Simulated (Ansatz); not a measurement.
# BSiCl (triplet): one geometry, many settings

Aim: run BSiCl (triplet) at one geometry under a spread of methods and options, and see what each costs and gives.

Program: Ansatz 0.2.0, Gaussian basis. Level of theory: the settings change from run to run. These are calculated values, not measurements.

27 further runs of the same task are left out: 1 for a known fault of the program, 16 that didn't finish, 10 set aside as unsound or not needed.

**1. The geometry**

The geometry is a PBE0/def2-TZVP stationary point (not a proven minimum) of the parent state, kept for this charge and spin.

3 atoms, charge 0, spin multiplicity 3.

Atoms are counted from 1 here; the program's logs count them from 0.

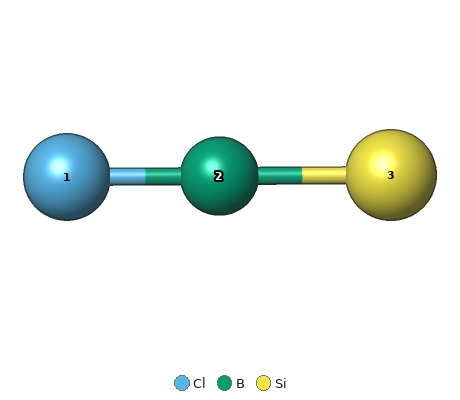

The structure; chlorine blue, boron teal, silicon yellow; atoms are numbered from 1 in the order of the file.

**2. HF/cc-pVDZ**

Contents of in.yaml:

```yaml
crystal:
  periodic: [false, false, false]
  atoms:
    - {symbol: Cl, position_ang: [0.000000, 0.000000, 1.755629]}
    - {symbol: B, position_ang: [0.000000, 0.000000, 0.070266]}
    - {symbol: Si, position_ang: [0.000000, 0.000000, -1.825895]}
basis:
  gaussian: {orbitals: cc-pVDZ}
magnetization: {spin_polarized: false, initial_magnetization: 2}
hamiltonian: {xc: hf}
scf: {lower_state_search: light}
output: {orbitals: {seedname: orbitals}}
```

Launch:

```sh
> ansatz run in.yaml --threads 1 --pin off --events-out ev --progress --plain --max-ram 2393MiB
```

Standard output:

```text
Functional definition: HF
  name "HF"
  cite "Fock, Z. Phys. 61, 126 (1930) doi:10.1007/BF01340294"
  parent pbe
  exchange = exact_x
  correlation = 0
512 factors; integrals over basis functions are off by at most 1.1e-3 eV
mean field evaluation 1: about -21035.3858 eV, gradient 1.0e1 eV
mean field evaluation 2: about -21035.4331 eV, gradient 1.0e1 eV
mean field evaluation 4: about -21036.1213 eV, gradient 2.1e0 eV
mean field evaluation 8: about -21036.1546 eV, gradient 2.5e-1 eV
mean field evaluation 16: about -20979.9966 eV, gradient 7.1e1 eV
mean field -21036.15571372 eV, -773.0644636609 hartree, gradient 2.1e-5 eV, S^2 2.000000; 0 other end points of the search recorded, 0 dependent functions left out
reference -21036.15571372 eV, -773.0644636609 hartree; 19, 17 occupied and 31, 33 virtual orbitals, 512 factors
Total energy: -21036.15571372 eV, -773.0644636609 hartree
```

It took 3.4 s on 1 thread of Intel Xeon at 2.50GHz, shared host.

**3. CISDT/STO-3G**

Contents of in.yaml:

```yaml
crystal:
  periodic: [false, false, false]
  atoms:
    - {symbol: Cl, position_ang: [0.000000, 0.000000, 1.755629]}
    - {symbol: B, position_ang: [0.000000, 0.000000, 0.070266]}
    - {symbol: Si, position_ang: [0.000000, 0.000000, -1.825895]}
basis:
  gaussian: {orbitals: STO-3G}
magnetization: {spin_polarized: false, initial_magnetization: 2}
correlation: {active_space: {ras: {orbitals: [6, 2, 4], electrons: 14, max_holes: 3, max_particles: 3}, fixed_orbitals: true}}
accuracy: high
output: {forces: true}
```

Same command.

Standard output (excerpt; [...] marks lines left out):

```text
Functional definition: HF
  name "HF"
  cite "Fock, Z. Phys. 61, 126 (1930) doi:10.1007/BF01340294"
  parent pbe
[...]
399 factors; integrals over basis functions are off by at most 8.6e-9 eV
[...]
mean field -20801.27905000 eV, -764.4329054740 hartree, gradient 4.1e-8 eV, S^2 2.000000; 2 other end points of the search recorded, 0 dependent functions left out
reference -20801.27905000 eV, -764.4329054740 hartree; 19, 17 occupied and 4, 6 virtual orbitals, 399 factors
state -20803.96690745 eV, -764.5316824136 hartree
[...]
Total energy: -20803.96690745 eV, -764.5316824136 hartree
Atom 0 at     0.000000     0.000000     1.755629 Å, force     0.000000     0.000000     2.866355 eV/Å
Atom 1 at     0.000000     0.000000     0.070266 Å, force    -0.000000    -0.000000    -5.188847 eV/Å
Atom 2 at     0.000000     0.000000    -1.825895 Å, force    -0.000000    -0.000000     2.322492 eV/Å
Dipole moment:    -0.000000     0.000000    -0.354439 e Å
```

It took 8 s on 1 thread of Intel Xeon at 2.50GHz, shared host.

From the report: 10,950 determinants.

**4. HF/cc-pVDZ**

Contents of in.yaml:

```yaml
crystal:
  periodic: [false, false, false]
  atoms:
    - {symbol: Cl, position_ang: [0.000000, 0.000000, 1.755629]}
    - {symbol: B, position_ang: [0.000000, 0.000000, 0.070266]}
    - {symbol: Si, position_ang: [0.000000, 0.000000, -1.825895]}
basis:
  gaussian: {orbitals: cc-pVDZ}
magnetization: {spin_polarized: true, initial_magnetization: 2}
hamiltonian: {xc: hf, pseudopotentials: {relativity: scalar}}
scf: {lower_state_search: off}
output: {forces: true, orbitals: {seedname: orbitals}}
```

The command is unchanged.

Standard output (excerpt; [...] marks lines left out):

```text
Functional definition: HF
  name "HF"
  cite "Fock, Z. Phys. 61, 126 (1930) doi:10.1007/BF01340294"
  parent pbe
[...]
511 factors; integrals over basis functions are off by at most 1.1e-3 eV
[...]
mean field -21085.04656770 eV, -774.8611694049 hartree, gradient 1.7e-6 eV, S^2 2.023539; 0 other end points of the search recorded, 0 dependent functions left out
[...]
reference -21085.04656770 eV, -774.8611694049 hartree; 19, 17 occupied and 31, 33 virtual orbitals, 511 factors
Total energy: -21085.04656770 eV, -774.8611694049 hartree
Relativity: scalar
Atom 0 at     0.000000     0.000000     1.755629 Å, force    -0.000000     0.000000     0.785066 eV/Å
Atom 1 at     0.000000     0.000000     0.070266 Å, force     0.000000    -0.000000    -1.045207 eV/Å
Atom 2 at     0.000000     0.000000    -1.825895 Å, force     0.000000    -0.000000     0.260141 eV/Å
Dipole moment:    -0.000000    -0.000000     0.264272 e Å
Checks for a lower state left out: stability, starts, cluster_reference, orbital_swaps, neighbouring_geometries, increment
```

Wall time 4.9 s (1 thread of Intel Xeon at 2.50GHz, shared host).

From the report: ⟨S²⟩ of the determinant 2.024 (pure triplet: 2.00).

**5. BCCD on UHF/STO-3G**

Contents of in.yaml:

```yaml
crystal:
  periodic: [false, false, false]
  atoms:
    - {symbol: Cl, position_ang: [0.000000, 0.000000, 1.755629]}
    - {symbol: B, position_ang: [0.000000, 0.000000, 0.070266]}
    - {symbol: Si, position_ang: [0.000000, 0.000000, -1.825895]}
basis:
  gaussian: {orbitals: STO-3G}
magnetization: {spin_polarized: true, initial_magnetization: 2}
correlation: {method: bccd, electrons: outside_noble_gas}
scf: {lower_state_search: off}
output: {forces: true}
```

Launched as before.

Standard output (excerpt; [...] marks lines left out):

```text
Functional definition: HF
  name "HF"
  cite "Fock, Z. Phys. 61, 126 (1930) doi:10.1007/BF01340294"
  parent pbe
[...]
253 factors; integrals over basis functions are off by at most 4.3e-5 eV
[...]
mean field -20801.35240929 eV, -764.4356013782 hartree, gradient 2.8e-6 eV, S^2 2.014089; 0 other end points of the search recorded, 0 dependent functions left out
11 core orbitals not correlated: weight in the atoms' cores, before any rotation towards them, 1.000 or more for the frozen orbitals, at most 0.000 for the correlated occupied ones
reference -20801.35240929 eV, -764.4356013782 hartree; 8, 6 occupied and 4, 6 virtual orbitals, 253 factors
second order -1.91413141 eV of doubles, -0.00000000 eV of singles
cycle   1  -2.28052677 eV  change   -3.7e-1 eV  update   8.5e-2
[...]
cycle  15  -2.59349937 eV  change   -2.3e-7 eV  update   2.7e-7
[...]
Total energy: -20803.94590866 eV, -764.5309107221 hartree
Atom 0 at     0.000000     0.000000     1.755629 Å, force    -0.000000    -0.000000     2.870184 eV/Å
Atom 1 at     0.000000     0.000000     0.070266 Å, force     0.000000    -0.000000    -5.044004 eV/Å
Atom 2 at     0.000000     0.000000    -1.825895 Å, force    -0.000000    -0.000000     2.173820 eV/Å
Dipole moment:    -0.000000     0.000000    -0.368792 e Å
Checks for a lower state left out: starts, cluster_reference, orbital_swaps, neighbouring_geometries, increment
```

Run time: 5.5 s. Hardware: 1 thread of Intel Xeon at 2.50GHz, shared host.

From the report: ⟨S²⟩ of the determinant 2.014 (pure triplet: 2.00); correlation -2.5935 eV; largest double amplitude 0.17.

**6. CASCI(8,7)/STO-3G**

Contents of in.yaml:

```yaml
crystal:
  periodic: [false, false, false]
  atoms:
    - {symbol: Cl, position_ang: [0.000000, 0.000000, 1.755629]}
    - {symbol: B, position_ang: [0.000000, 0.000000, 0.070266]}
    - {symbol: Si, position_ang: [0.000000, 0.000000, -1.825895]}
basis:
  gaussian: {orbitals: STO-3G}
magnetization: {spin_polarized: false, initial_magnetization: 2}
correlation: {active_space: {window: {electrons: 8, orbitals: 7}, fixed_orbitals: true}}
scf: {lower_state_search: full}
output: {forces: true}
```

Launched as before.

Standard output (excerpt; [...] marks lines left out):

```text
Functional definition: HF
  name "HF"
  cite "Fock, Z. Phys. 61, 126 (1930) doi:10.1007/BF01340294"
  parent pbe
[...]
253 factors; integrals over basis functions are off by at most 4.3e-5 eV
[...]
mean field -20801.27898387 eV, -764.4329030439 hartree, gradient 3.0e-6 eV, S^2 2.000000; 11 other end points of the search recorded, 0 dependent functions left out
reference -20801.27898387 eV, -764.4329030439 hartree; 19, 17 occupied and 4, 6 virtual orbitals, 253 factors
state -20802.19745479 eV, -764.4666562277 hartree
[...]
Total energy: -20802.19745479 eV, -764.4666562277 hartree
Atom 0 at     0.000000     0.000000     1.755629 Å, force     0.000000    -0.000000     2.319007 eV/Å
Atom 1 at     0.000000     0.000000     0.070266 Å, force    -0.000000    -0.000000    -5.139697 eV/Å
Atom 2 at     0.000000     0.000000    -1.825895 Å, force    -0.000000     0.000000     2.820691 eV/Å
Dipole moment:    -0.000000     0.000000    -0.396944 e Å
```

Wall time 6.5 s (1 thread of Intel Xeon at 2.50GHz, shared host).

From the report: 308 determinants; active occupations 2.00, 2.00, 1.98, 0.95, 0.95, 0.07, 0.07.

**7. NEVPT2(2,5)/cc-pVDZ**

Contents of in.yaml:

```yaml
crystal:
  periodic: [false, false, false]
  atoms:
    - {symbol: Cl, position_ang: [0.000000, 0.000000, 1.755629]}
    - {symbol: B, position_ang: [0.000000, 0.000000, 0.070266]}
    - {symbol: Si, position_ang: [0.000000, 0.000000, -1.825895]}
basis:
  gaussian: {orbitals: cc-pVDZ}
magnetization: {spin_polarized: false, initial_magnetization: 2}
correlation: {method: sc_nevpt2, electrons: valence, active_space: {window: {electrons: 2, orbitals: 5}, states: [{multiplicity: 3, weights: [1, 0.5]}], root: 1}}
accuracy: high
```

Same command.

Standard output:

```text
Functional definition: HF
  name "HF"
  cite "Fock, Z. Phys. 61, 126 (1930) doi:10.1007/BF01340294"
  parent pbe
  exchange = exact_x
  correlation = 0
992 factors; integrals over basis functions are off by at most 3.7e-9 eV
mean field evaluation 1: about -21035.3998 eV, gradient 1.0e1 eV
mean field evaluation 2: about -21035.4355 eV, gradient 1.0e1 eV
mean field evaluation 4: about -21036.1224 eV, gradient 2.1e0 eV
mean field evaluation 8: about -21036.1547 eV, gradient 2.5e-1 eV
mean field evaluation 16: about -21036.1557 eV, gradient 1.6e-7 eV
mean field -21036.15574710 eV, -773.0644648876 hartree, gradient 2.7e-8 eV, S^2 2.000000; 0 other end points of the search recorded, 0 dependent functions left out
reference -21036.15574710 eV, -773.0644648876 hartree; 19, 17 occupied and 31, 33 virtual orbitals, 992 factors
state -21036.36885596 eV, -773.0722964938 hartree
state -21033.04815270 eV, -772.9502628997 hartree
state -21036.36885596 eV, -773.0722964938 hartree; corrected -21043.47240881 eV, -773.3333472459 hartree
state -21033.04815270 eV, -772.9502628997 hartree; corrected -21040.02399873 eV, -773.2066205128 hartree
Total energy: -21040.02399873 eV, -773.2066205128 hartree
```

Run time: 25 s. Hardware: 1 thread of Intel Xeon at 2.50GHz, shared host.

From the report: 25 determinants; active occupations (of the averaged states) 0.87, 0.76, 0.24, 0.12, 0.00.

**8. CISD/6-31G***

Contents of in.yaml:

```yaml
crystal:
  periodic: [false, false, false]
  atoms:
    - {symbol: Cl, position_ang: [0.000000, 0.000000, 1.755629]}
    - {symbol: B, position_ang: [0.000000, 0.000000, 0.070266]}
    - {symbol: Si, position_ang: [0.000000, 0.000000, -1.825895]}
basis:
  gaussian: {orbitals: "6-31G*"}
magnetization: {spin_polarized: false, initial_magnetization: 2}
correlation: {active_space: {ras: {orbitals: [6, 2, 34], electrons: 14, max_holes: 2, max_particles: 2}, fixed_orbitals: true}}
```

Launched as before.

Standard output:

```text
Functional definition: HF
  name "HF"
  cite "Fock, Z. Phys. 61, 126 (1930) doi:10.1007/BF01340294"
  parent pbe
  exchange = exact_x
  correlation = 0
474 factors; integrals over basis functions are off by at most 6.8e-4 eV
mean field evaluation 1: about -21034.1067 eV, gradient 1.2e1 eV
mean field evaluation 2: about -21034.1379 eV, gradient 1.2e1 eV
mean field evaluation 4: about -21034.9211 eV, gradient 2.2e0 eV
mean field evaluation 8: about -21034.9605 eV, gradient 2.4e-1 eV
mean field evaluation 16: about -21034.7163 eV, gradient 2.2e0 eV
mean field -21034.96144151 eV, -773.0205749664 hartree, gradient 7.5e-6 eV, S^2 2.000000; 2 other end points of the search recorded, 0 dependent functions left out
reference -21034.96144151 eV, -773.0205749664 hartree; 19, 17 occupied and 34, 36 virtual orbitals, 474 factors
state -21042.09108452 eV, -773.2825845144 hartree
Total energy: -21042.09108452 eV, -773.2825845144 hartree
```

It took 35 s on 1 thread of Intel Xeon at 2.50GHz, shared host.

From the report: 92,392 determinants.

**9. NEVPT2(4,8)/def2-SVP**

Contents of in.yaml:

```yaml
crystal:
  periodic: [false, false, false]
  atoms:
    - {symbol: Cl, position_ang: [0.000000, 0.000000, 1.755629]}
    - {symbol: B, position_ang: [0.000000, 0.000000, 0.070266]}
    - {symbol: Si, position_ang: [0.000000, 0.000000, -1.825895]}
basis:
  gaussian: {orbitals: def2-SVP}
magnetization: {spin_polarized: false, initial_magnetization: 2}
correlation: {method: sc_nevpt2, electrons: outside_noble_gas, active_space: {window: {electrons: 4, orbitals: 8}}}
```

The command is unchanged.

Standard output (excerpt; [...] marks lines left out):

```text
Functional definition: HF
  name "HF"
  cite "Fock, Z. Phys. 61, 126 (1930) doi:10.1007/BF01340294"
  parent pbe
[...]
470 factors; integrals over basis functions are off by at most 1.3e-3 eV
[...]
mean field -21028.88032408 eV, -772.7970980228 hartree, gradient 7.6e-6 eV, S^2 2.000000; 0 other end points of the search recorded, 0 dependent functions left out
reference -21028.88032408 eV, -772.7970980228 hartree; 19, 17 occupied and 31, 33 virtual orbitals, 470 factors
state -21030.21816517 eV, -772.8462627761 hartree
state -21030.21816517 eV, -772.8462627761 hartree; corrected -21036.26954764 eV, -773.0686469802 hartree
state -21030.08394290 eV, -772.8413301986 hartree
state -21030.08394290 eV, -772.8413301986 hartree; corrected -21036.06729176 eV, -773.0612142138 hartree
state -21030.21816517 eV, -772.8462627761 hartree; corrected -21036.26954764 eV, -773.0686469802 hartree
the orbitals are reached from a further start. From the first start the search ends at -21030.08381925 eV, -772.8413256546 hartree
Total energy: -21036.26954764 eV, -773.0686469802 hartree
```

Wall time 29 s (1 thread of Intel Xeon at 2.50GHz, shared host).

From the report: 198 determinants; active occupations 1.92, 0.99, 0.99, 0.03, 0.03, 0.02, 0.01, 0.01.

**10. MRCISD+Q(relaxed)(2,5)/6-31G**

Contents of in.yaml:

```yaml
crystal:
  periodic: [false, false, false]
  atoms:
    - {symbol: Cl, position_ang: [0.000000, 0.000000, 1.755629]}
    - {symbol: B, position_ang: [0.000000, 0.000000, 0.070266]}
    - {symbol: Si, position_ang: [0.000000, 0.000000, -1.825895]}
basis:
  gaussian: {orbitals: 6-31G}
magnetization: {spin_polarized: false, initial_magnetization: 2}
correlation: {method: fic_mrcisd_q_relaxed, electrons: outside_noble_gas, active_space: {window: {electrons: 2, orbitals: 5}, states: [{multiplicity: 3, weights: [0.5, 0.5, 1]}], root: 1}}
```

Same command.

Standard output (excerpt; [...] marks lines left out):

```text
Functional definition: HF
  name "HF"
  cite "Fock, Z. Phys. 61, 126 (1930) doi:10.1007/BF01340294"
  parent pbe
[...]
688 factors; integrals over basis functions are off by at most 1.7e-7 eV
[...]
mean field -21033.46400597 eV, -772.9655452253 hartree, gradient 3.8e-6 eV, S^2 2.000000; 2 other end points of the search recorded, 0 dependent functions left out
reference -21033.46400597 eV, -772.9655452253 hartree; 19, 17 occupied and 16, 18 virtual orbitals, 688 factors
state -21033.71272566 eV, -772.9746855053 hartree
state -21030.59356395 eV, -772.8600584267 hartree
state -21030.59349421 eV, -772.8600558638 hartree
contracted CI cycle   1: correlation -0.00000000 eV, -0.0000000000 hartree, residual 1.27e1 eV
contracted CI cycle   2: correlation -3.21600847 eV, -0.1181861314 hartree, residual 2.50e0 eV
[...]
contracted CI cycle   7: correlation -3.25491626 eV, -0.1196159661 hartree, residual 2.50e-1 eV
contracted CI cycle   8: correlation -3.25637482 eV, -0.1196695672 hartree, residual 8.52e-2 eV
contracted CI cycle   9: correlation -3.25662932 eV, -0.1196789201 hartree, residual 4.69e-2 eV
contracted CI cycle  10: correlation -3.25671228 eV, -0.1196819690 hartree, residual 2.03e-2 eV
contracted CI cycle  11: correlation -3.25672502 eV, -0.1196824370 hartree, residual 7.09e-3 eV
contracted CI cycle  12: correlation -3.25672643 eV, -0.1196824887 hartree, residual 2.80e-3 eV
contracted CI cycle  13: correlation -3.25672672 eV, -0.1196824994 hartree, residual 2.22e-3 eV
contracted CI cycle  14: correlation -3.25672894 eV, -0.1196825812 hartree, residual 2.35e-2 eV
contracted CI cycle  15: correlation -3.25672664 eV, -0.1196824967 hartree, residual 1.31e-3 eV
state -21030.59349421 eV, -772.8600558638 hartree; corrected -21034.16211741 eV, -772.9912003476 hartree
Total energy: -21034.16209785 eV, -772.9911996288 hartree
```

It took 17 s on 1 thread of Intel Xeon at 2.50GHz, shared host.

From the report: 25 determinants; active occupations (of the averaged states) 0.62, 0.61, 0.39, 0.38, 0.00.

**11. The runs in one table**

Where basis and cores are those of an earlier UCCSDT(Q)/cc-pVDZ run (-21044.6850 eV), and the state is the same kind, the miss against it is given.

```csv
level,correlated,functions,energy (eV),from UCCSDT(Q) (meV),time
HF/cc-pVDZ,,50,-21036.1557,8529.3,3.4 s
CISDT/STO-3G,outside noble gas,23,-20803.9669,,8 s
HF/cc-pVDZ (relativity set),,50,-21085.0466,,4.9 s
BCCD on UHF/STO-3G,outside noble gas,23,-20803.9459,,5.5 s
"CASCI(8,7)/STO-3G",,23,-20802.1975,,6.5 s
"NEVPT2(2,5)/cc-pVDZ (excited root 1 of an average)",valence,50,-21040.0240,,25 s
CISD/6-31G*,valence,53,-21042.0911,,35 s
"NEVPT2(4,8)/def2-SVP",outside noble gas,50,-21036.2695,,29 s
"MRCISD+Q(relaxed)(2,5)/6-31G (excited root 1 of an average)",outside noble gas,35,-21034.1621,,17 s
```

**12. Outcome**

| quantity | value |
| --- | --- |
| runs | 9 |
| quickest | HF/cc-pVDZ, 3.4 s |
| slowest | CISD/6-31G*, 35 s |

In words: Total energies in different bases, with other cores or another treatment of relativity can't be set against each other. CISD/6-31G* took 10 times as long as HF/cc-pVDZ; the jobs differ in more than the method. Hartree-Fock, CASSCF and CASCI lack dynamic correlation by design.
